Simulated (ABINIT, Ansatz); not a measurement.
# Osmium (P6_3/mmc): phonons by linear response, part 3 of 4

Aim: the phonon dispersion of Osmium (P6_3/mmc), checked by a second program.

ABINIT 10.8.3; DFT PBEsol, scalar-relativistic, plane waves, PseudoDojo norm-conserving pseudopotentials.

So far. Step 4 (Self-consistent run for the response): The cell stands at -0.71 GPa: the relaxation ran with a smoothed and higher cutoff, and the difference is a stress of the finite basis. Step 5 (Zone-centre response): The acoustic modes at Γ come out as far as 4.3 cm⁻¹ from zero, where they should vanish, a small numerical error. The relaxed cell has a = 2.726, c = 4.314 Å (conventional setting).

## (7) Dispersion

anaddb transforms the dynamical matrices to force constants and back along the path; points of the mesh come back as solved, but for the sum rule and, in polar crystals, the LO-TO term at Γ; the rest is interpolation.

Input file anaddb.abi:

```
ddb_filepath "all_DDB"
output_file "anaddb.abo"
outdata_prefix "anaddb"
ifcflag 1
ngqpt 3 3 2
nqshft 1
q1shft 0.0 0.0 0.0
asr 1
chneut 0
dipdip 0
dipquad 0
quadquad 0
enunit 0
eivec 0
nph1l 93
qph1l 
    0.0 0.0 0.0 1.0
    0.05 0.0 0.0 1.0
    0.1 0.0 0.0 1.0
    0.15 0.0 0.0 1.0
    0.2 0.0 0.0 1.0
    0.25 0.0 0.0 1.0
    0.3 0.0 0.0 1.0
    0.35 0.0 0.0 1.0
    0.4 0.0 0.0 1.0
    0.45 0.0 0.0 1.0
    0.5 0.0 0.0 1.0
    0.48333333 0.03333333 0.0 1.0
    0.46666667 0.06666667 0.0 1.0
    0.45 0.1 0.0 1.0
    0.43333333 0.13333333 0.0 1.0
    0.41666667 0.16666667 0.0 1.0
    0.4 0.2 0.0 1.0
    0.38333333 0.23333333 0.0 1.0
    0.36666667 0.26666667 0.0 1.0
    0.35 0.3 0.0 1.0
    0.33333333 0.33333333 0.0 1.0
    0.3 0.3 0.0 1.0
    0.26666667 0.26666667 0.0 1.0
    0.23333333 0.23333333 0.0 1.0
    0.2 0.2 0.0 1.0
    0.16666667 0.16666667 0.0 1.0
    0.13333333 0.13333333 0.0 1.0
    0.1 0.1 0.0 1.0
    0.06666667 0.06666667 0.0 1.0
    0.03333333 0.03333333 0.0 1.0
    0.0 0.0 0.0 1.0
    0.0 0.0 0.05 1.0
    0.0 0.0 0.1 1.0
    0.0 0.0 0.15 1.0
    0.0 0.0 0.2 1.0
    0.0 0.0 0.25 1.0
    0.0 0.0 0.3 1.0
    0.0 0.0 0.35 1.0
    0.0 0.0 0.4 1.0
    0.0 0.0 0.45 1.0
    0.0 0.0 0.5 1.0
    0.05 0.0 0.5 1.0
    0.1 0.0 0.5 1.0
    0.15 0.0 0.5 1.0
    0.2 0.0 0.5 1.0
    0.25 0.0 0.5 1.0
    0.3 0.0 0.5 1.0
    0.35 0.0 0.5 1.0
    0.4 0.0 0.5 1.0
    0.45 0.0 0.5 1.0
    0.5 0.0 0.5 1.0
    0.48333333 0.03333333 0.5 1.0
    0.46666667 0.06666667 0.5 1.0
    0.45 0.1 0.5 1.0
    0.43333333 0.13333333 0.5 1.0
    0.41666667 0.16666667 0.5 1.0
    0.4 0.2 0.5 1.0
    0.38333333 0.23333333 0.5 1.0
    0.36666667 0.26666667 0.5 1.0
    0.35 0.3 0.5 1.0
    0.33333333 0.33333333 0.5 1.0
    0.3 0.3 0.5 1.0
    0.26666667 0.26666667 0.5 1.0
    0.23333333 0.23333333 0.5 1.0
    0.2 0.2 0.5 1.0
    0.16666667 0.16666667 0.5 1.0
    0.13333333 0.13333333 0.5 1.0
    0.1 0.1 0.5 1.0
    0.06666667 0.06666667 0.5 1.0
    0.03333333 0.03333333 0.5 1.0
    0.0 0.0 0.5 1.0
    0.5 0.0 0.5 1.0
    0.5 0.0 0.45 1.0
    0.5 0.0 0.4 1.0
    0.5 0.0 0.35 1.0
    0.5 0.0 0.3 1.0
    0.5 0.0 0.25 1.0
    0.5 0.0 0.2 1.0
    0.5 0.0 0.15 1.0
    0.5 0.0 0.1 1.0
    0.5 0.0 0.05 1.0
    0.5 0.0 0.0 1.0
    0.33333333 0.33333333 0.5 1.0
    0.33333333 0.33333333 0.45 1.0
    0.33333333 0.33333333 0.4 1.0
    0.33333333 0.33333333 0.35 1.0
    0.33333333 0.33333333 0.3 1.0
    0.33333333 0.33333333 0.25 1.0
    0.33333333 0.33333333 0.2 1.0
    0.33333333 0.33333333 0.15 1.0
    0.33333333 0.33333333 0.1 1.0
    0.33333333 0.33333333 0.05 1.0
    0.33333333 0.33333333 0.0 1.0
```

Input file mrgddb.in:

```
all_DDB
merged
6
dfpt_gammao_DDB
dfpt_qo_DS1_DDB
dfpt_qo_DS2_DDB
dfpt_qo_DS3_DDB
dfpt_qo_DS4_DDB
dfpt_qo_DS5_DDB
```

On the command line:

```
$ mrgddb < mrgddb.in > mrgddb.log
$ OMP_NUM_THREADS=1 anaddb anaddb.abi > anaddb.log
```

anaddb.abo, the main output file:

```text
[banners, grids, parts of the stress and lines that vanish by symmetry left out]
-outvars_anaddb: echo values of input variables ----------------------

 Flags :
[...]
Phonon wavevector (reduced coordinates) :  0.00000  0.00000  0.00000
 Phonon energies in Hartree :
[...]
Phonon frequencies in cm-1    :
-  0.000000E+00  0.000000E+00  0.000000E+00  1.606026E+02  1.606026E+02
-  2.241474E+02
[...]
Phonon wavevector (reduced coordinates) :  0.05000  0.00000  0.00000
 Phonon energies in Hartree :
[...]
Phonon frequencies in cm-1    :
-  2.356376E+01  2.712433E+01  3.650131E+01  1.618737E+02  1.622633E+02
-  2.226998E+02
[...]
Phonon wavevector (reduced coordinates) :  0.10000  0.00000  0.00000
 Phonon energies in Hartree :
[...]
Phonon frequencies in cm-1    :
-  4.604598E+01  5.300376E+01  7.162013E+01  1.653470E+02  1.668998E+02
-  2.184246E+02
[...]
Phonon wavevector (reduced coordinates) :  0.15000  0.00000  0.00000
 Phonon energies in Hartree :
[...]
Phonon frequencies in cm-1    :
-  6.647336E+01  7.652188E+01  1.040933E+02  1.701592E+02  1.736261E+02
-  2.115370E+02
[...]
Phonon wavevector (reduced coordinates) :  0.20000  0.00000  0.00000
 Phonon energies in Hartree :
[...]
Phonon frequencies in cm-1    :
-  8.407946E+01  9.680619E+01  1.328787E+02  1.752801E+02  1.813553E+02
-  2.024322E+02
[...]
Phonon wavevector (reduced coordinates) :  0.25000  0.00000  0.00000
 Phonon energies in Hartree :
[...]
Phonon frequencies in cm-1    :
-  9.838358E+01  1.133164E+02  1.572189E+02  1.798506E+02  1.891180E+02
-  1.917279E+02
  Phonon wavevector (reduced coordinates) :  0.30000  0.00000  0.00000
 Phonon energies in Hartree :
[...]
Phonon frequencies in cm-1    :
-  1.092380E+02  1.258896E+02  1.766400E+02  1.803011E+02  1.833724E+02
-  1.962607E+02
  Phonon wavevector (reduced coordinates) :  0.35000  0.00000  0.00000
 Phonon energies in Hartree :
[...]
Phonon frequencies in cm-1    :
-  1.168286E+02  1.347216E+02  1.692974E+02  1.857300E+02  1.908441E+02
-  2.025589E+02
  Phonon wavevector (reduced coordinates) :  0.40000  0.00000  0.00000
 Phonon energies in Hartree :
[...]
Phonon frequencies in cm-1    :
-  1.216088E+02  1.402630E+02  1.600804E+02  1.870898E+02  1.996730E+02
-  2.081165E+02
  Phonon wavevector (reduced coordinates) :  0.45000  0.00000  0.00000
 Phonon energies in Hartree :
[...]
Phonon frequencies in cm-1    :
-  1.241514E+02  1.430464E+02  1.540553E+02  1.877387E+02  2.039625E+02
-  2.122990E+02
  Phonon wavevector (reduced coordinates) :  0.50000  0.00000  0.00000
 Phonon energies in Hartree :
[...]
Phonon frequencies in cm-1    :
-  1.249364E+02  1.437595E+02  1.520656E+02  1.879232E+02  2.052123E+02
-  2.138405E+02
  Phonon wavevector (reduced coordinates) :  0.48333  0.03333  0.00000
 Phonon energies in Hartree :
[...]
Phonon frequencies in cm-1    :
-  1.259546E+02  1.437950E+02  1.519742E+02  1.877031E+02  2.049610E+02
-  2.142324E+02
  Phonon wavevector (reduced coordinates) :  0.46667  0.06667  0.00000
 Phonon energies in Hartree :
[...]
Phonon frequencies in cm-1    :
-  1.289108E+02  1.439029E+02  1.517028E+02  1.871063E+02  2.042072E+02
-  2.153333E+02
  Phonon wavevector (reduced coordinates) :  0.45000  0.10000  0.00000
 Phonon energies in Hartree :
[...]
Phonon frequencies in cm-1    :
-  1.335347E+02  1.440860E+02  1.512607E+02  1.862826E+02  2.029512E+02
-  2.169588E+02
[...]
Phonon wavevector (reduced coordinates) :  0.10000  0.00000  0.50000
 Phonon energies in Hartree :
[...]
Phonon frequencies in cm-1    :
-  1.213344E+02  1.213344E+02  1.269816E+02  1.269816E+02  1.844883E+02
-  1.844883E+02
  Phonon wavevector (reduced coordinates) :  0.15000  0.00000  0.50000
 Phonon energies in Hartree :
[...]
Phonon frequencies in cm-1    :
-  1.251530E+02  1.251530E+02  1.369183E+02  1.369183E+02  1.921356E+02
-  1.921356E+02
  Phonon wavevector (reduced coordinates) :  0.20000  0.00000  0.50000
 Phonon energies in Hartree :
[...]
Phonon frequencies in cm-1    :
-  1.288105E+02  1.288105E+02  1.466376E+02  1.466376E+02  2.013420E+02
-  2.013420E+02
  Phonon wavevector (reduced coordinates) :  0.25000  0.00000  0.50000
 Phonon energies in Hartree :
[...]
Phonon frequencies in cm-1    :
-  1.327697E+02  1.327697E+02  1.544120E+02  1.544120E+02  2.102483E+02
-  2.102483E+02
  Phonon wavevector (reduced coordinates) :  0.30000  0.00000  0.50000
 Phonon energies in Hartree :
[...]
Phonon frequencies in cm-1    :
-  1.374108E+02  1.374108E+02  1.594748E+02  1.594748E+02  2.174631E+02
-  2.174631E+02
  Phonon wavevector (reduced coordinates) :  0.35000  0.00000  0.50000
 Phonon energies in Hartree :
[...]
Phonon frequencies in cm-1    :
-  1.424932E+02  1.424932E+02  1.619297E+02  1.619297E+02  2.224240E+02
-  2.224240E+02
[...]
Phonon wavevector (reduced coordinates) :  0.33333  0.33333  0.05000
 Phonon energies in Hartree :
[...]
Phonon frequencies in cm-1    :
-  1.470764E+02  1.470764E+02  1.784051E+02  1.823257E+02  1.823257E+02
-  2.270389E+02
  Phonon wavevector (reduced coordinates) :  0.33333  0.33333  0.00000
 Phonon energies in Hartree :
[...]
Phonon frequencies in cm-1    :
-  1.466020E+02  1.466020E+02  1.779880E+02  1.821232E+02  1.821232E+02
-  2.272528E+02
-
```

It took 0.59 s on 1 thread of Arm Neoverse V2, shared host.

Read from the output:

```
lowest frequency on the path : 0 cm⁻¹
```

Anaddb. Phonon branches along the path, in cm⁻¹:

| point | branch 1 | branch 2 | branch 3 | branch 4 | branch 5 | branch 6 |
| --- | --- | --- | --- | --- | --- | --- |
| Γ | 0 | 0 | 0 | 161 | 161 | 224 |
| M | 125 | 144 | 152 | 188 | 205 | 214 |
| K | 147 | 147 | 178 | 182 | 182 | 227 |
| Γ | 0 | 0 | 0 | 161 | 161 | 224 |
| A | 116 | 116 | 116 | 116 | 178 | 178 |
| L | 152 | 152 | 162 | 162 | 227 | 227 |
| H | 154 | 154 | 199 | 199 | 207 | 207 |
| A | 116 | 116 | 116 | 116 | 178 | 178 |
| jump to L | 152 | 152 | 162 | 162 | 227 | 227 |
| M | 125 | 144 | 152 | 188 | 205 | 214 |
| jump to H | 154 | 154 | 199 | 199 | 207 | 207 |
| K | 147 | 147 | 178 | 182 | 182 | 227 |

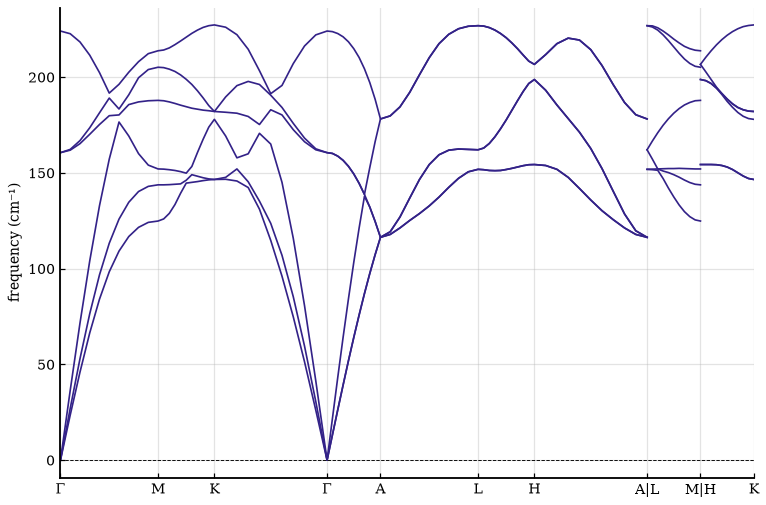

Phonon branches along the path.

All branches are real along the path.

## (8) Sums over the zone

Sums over the zone need many more wavevectors than were solved, so the interpolation is sampled on a dense mesh.

Input file anaddb.abi:

```
ddb_filepath "all_DDB"
output_file "anaddb.abo"
outdata_prefix "anaddb"
ifcflag 1
ngqpt 3 3 2
nqshft 1
q1shft 0.0 0.0 0.0
asr 1
chneut 0
dipdip 0
dipquad 0
quadquad 0
prtdos 2
ng2qpt 19 19 10
dosdeltae 4.5563e-06
ntemper 11
temperinc 100.0
tempermin 0.0
```

On the command line:

```
$ OMP_NUM_THREADS=1 anaddb anaddb.abi > anaddb.log
```

anaddb.abo, the main output file:

```text
-outvars_anaddb: echo values of input variables ----------------------

 Flags :
     ifcflag         1
 Miscellaneous information :
         asr         1
      chneut         0
 Interatomic Force Constants Inputs :
      dipdip         0
     dipquad         0
    quadquad         0
      ifcana         0
      ifcout         0
 Description of grid 1 :
        brav         1
       ngqpt         3         3         2
      nqshft         1
      q1shft
                     0.00000000E+00  0.00000000E+00  0.00000000E+00
 Phonon DOS information :
   dosdeltae  4.55630000E-06
    dossmear  4.55633525E-06
 Description of grid 2 (Fourier interp. or BZ sampling):
      ng2qpt        19        19        10
      ngrids         4
      q2shft         0.00000000E+00  0.00000000E+00  0.00000000E+00

================================================================================

 read the DDB information and perform some checks

  ==== Info on the Cryst% object ====
 Real(R)+Recip(G) space primitive vectors, cartesian coordinates (Bohr,Bohr^-1):
 R(1)=  5.1509013  0.0000000  0.0000000  G(1)=  0.1941408  0.1120872  0.0000000
 R(2)= -2.5754507  4.4608114  0.0000000  G(2)=  0.0000000  0.2241745  0.0000000
 R(3)=  0.0000000  0.0000000  8.1531376  G(3)=  0.0000000  0.0000000  0.1226522
 Unit cell volume ucvol=  1.8733627E+02 bohr^3
 Angles (23,13,12)=  9.00000000E+01  9.00000000E+01  1.20000000E+02 degrees
 Time-reversal symmetry is present
 Reduced atomic positions [iatom, xred, symbol]:
    1)    0.3333333  0.6666667  0.2500000  Os
    2)    0.6666667  0.3333333  0.7500000  Os

 DDB file with 6 blocks has been read.

================================================================================

 Calculation of the interatomic forces

       Homogeneous q point set in the B.Z.
 Grid q points  :       18
  1)   0.00000000E+00  0.00000000E+00  0.00000000E+00
  2)   3.33333333E-01  0.00000000E+00  0.00000000E+00
  3)  -3.33333333E-01  0.00000000E+00  0.00000000E+00
  4)   0.00000000E+00  3.33333333E-01  0.00000000E+00
  5)   3.33333333E-01  3.33333333E-01  0.00000000E+00
  6)  -3.33333333E-01  3.33333333E-01  0.00000000E+00
  7)   0.00000000E+00 -3.33333333E-01  0.00000000E+00
  8)   3.33333333E-01 -3.33333333E-01  0.00000000E+00
  9)  -3.33333333E-01 -3.33333333E-01  0.00000000E+00
 10)   0.00000000E+00  0.00000000E+00  5.00000000E-01
 11)   3.33333333E-01  0.00000000E+00  5.00000000E-01
 12)  -3.33333333E-01  0.00000000E+00  5.00000000E-01
 13)   0.00000000E+00  3.33333333E-01  5.00000000E-01
 14)   3.33333333E-01  3.33333333E-01  5.00000000E-01
 15)  -3.33333333E-01  3.33333333E-01  5.00000000E-01
 16)   0.00000000E+00 -3.33333333E-01  5.00000000E-01
 17)   3.33333333E-01 -3.33333333E-01  5.00000000E-01
 18)  -3.33333333E-01 -3.33333333E-01  5.00000000E-01

 The interatomic forces have been obtained

================================================================================

 Calculation of phonon density of states

 Average speed of sound partial sums:     0.1716367059E-02 (at units)
-                                   =           3.7549 [km/s]

 Debye frequency from partial sums:     0.1169193906E-02 (Ha)
-                                 =     0.7692926341E+01 (THz)
-Debye temperature from partial sums:     0.3692022346E+03 (K)

 Average speed of sound:     0.1824627625E-02 (at units)
-                      =           3.9917 [km/s]

 Debye frequency from DOS:     0.1242941297E-02 (Ha)
-                        =     0.8178160869E+01 (THz)
-Debye temperature from DOS:     0.3924898190E+03 (K)

-
```

Run time: 0.73 s. Hardware: 1 thread.

This step gave:

| Quantity | Value |
| --- | --- |
| share of modes beyond 3i cm⁻¹ on the dense interpolated mesh | 0 |
| zero-point energy per atom | 31.21 meV |
| heat capacity at 300 K | 23.59 J/(mol atoms K) |
| vibrational entropy at 300 K | 31.74 J/(mol atoms K) |

The phonon density of states has structure finer than the step of the table below, so its rows give means over 20 cm⁻¹, whole bins alone (the curve runs from -30 to 257 cm⁻¹). Peaks (cm⁻¹: height): 151.0: 0.129, 184.0: 0.0871, 220.0: 0.108.

Tetrahedra. The phonon density of states by wavenumber; means over each step:

| wavenumber (cm⁻¹) | phonon density of states (1/cm⁻¹/cell) |
| --- | --- |
| 0 | 4.2e-6 |
| 20 | 1.6e-4 |
| 40 | 8.8e-4 |
| 60 | 0.00222 |
| 80 | 0.00460 |
| 100 | 0.00910 |
| 120 | 0.0208 |
| 140 | 0.0575 |
| 160 | 0.0646 |
| 180 | 0.0514 |
| 200 | 0.0366 |
| 220 | 0.0517 |
| 240 | 0 |

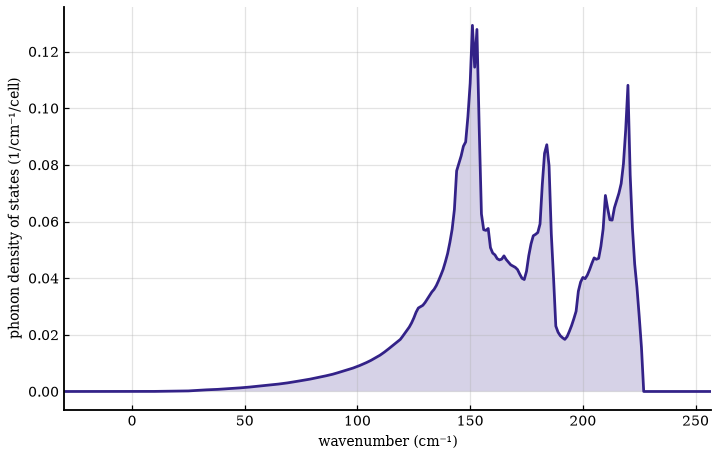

Phonon density of states against wavenumber.

Harmonic thermodynamic functions per atom, summed over the density of states scaled to three modes an atom; melting is ignored. Thermodynamic functions:

| T (K) | F_vib (meV/atom) | S (J/mol-atom/K) | C_V (J/mol-atom/K) |
| --- | --- | --- | --- |
| 0 | 31.21 | 0 | 0 |
| 50 | 31.01 | 1.752 | 5.434 |
| 100 | 28.3 | 9.055 | 15.67 |
| 200 | 11.55 | 22.45 | 22.03 |
| 300 | -16.8 | 31.74 | 23.59 |
| 400 | -53.42 | 38.62 | 24.17 |
| 500 | -96.35 | 44.04 | 24.44 |
| 600 | -144.4 | 48.51 | 24.59 |
| 700 | -196.7 | 52.31 | 24.69 |
| 800 | -252.7 | 55.61 | 24.75 |
| 900 | -311.8 | 58.53 | 24.79 |
| 1000 | -373.9 | 61.14 | 24.82 |

At 300 K the heat capacity has reached 95 % of the Dulong-Petit value.

(Part 3 of 4 ends here.)

[Host names and launcher messages were left out of these logs when they were recorded.]

[Logs are printed without paths, hosts, clocks, repeated set-up lines and the standing remarks that a program may print on its own settings, such as how far it seeks lower states.]

[Hosts, paths, dates, database ids (printed as entryN), source tags and the programs' standing remarks are cut or masked in the printed files.]
